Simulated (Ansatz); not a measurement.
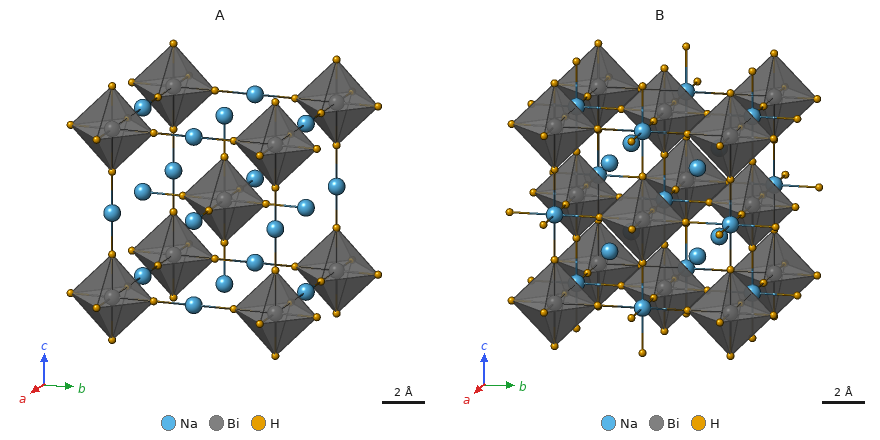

Two structures of Na$_{3}$BiH$_{6}$, each relaxed to rest (conventional cells in solid outline, small ones repeated, not to one scale). Method: DFT PBE, scalar-relativistic, plane waves, PAW in Ansatz, without spin polarisation.

> State the structure in each panel.

A: 20 atoms a cell on a body-centred cubic lattice, Im-3m. B: 40 atoms a cell on a face-centred cubic lattice, Fm-3m.

> Compare their energies: which is lower?

B is lower, by 118 meV/atom at this level of theory (energies at zero smearing). Volumes: A 28.6, B 16.5 Å³/atom.

One or both may be structure types tried for this composition rather than known phases.
